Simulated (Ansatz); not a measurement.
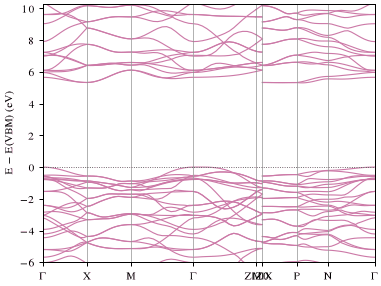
*Band structure from DFT-PBE in the program Ansatz with PAW potentials*

The gap is 5.31 eV; an edge lies off the plotted path or next to a special point (maximum on the Γ–Z line, 14 % of the way from Γ, minimum off the standard path).

The material is HfSiO₄ in space group I4_1/amd (No. 141; Hf on 4a, Si on 4b, O on 16h).

Symmetry was held in the PBE relaxation. The run is not spin-polarised. Scalar-relativistic: spin–orbit coupling is off unless named, which matters more the heavier the elements.

Potentials: the later of the program's two PAW sets.
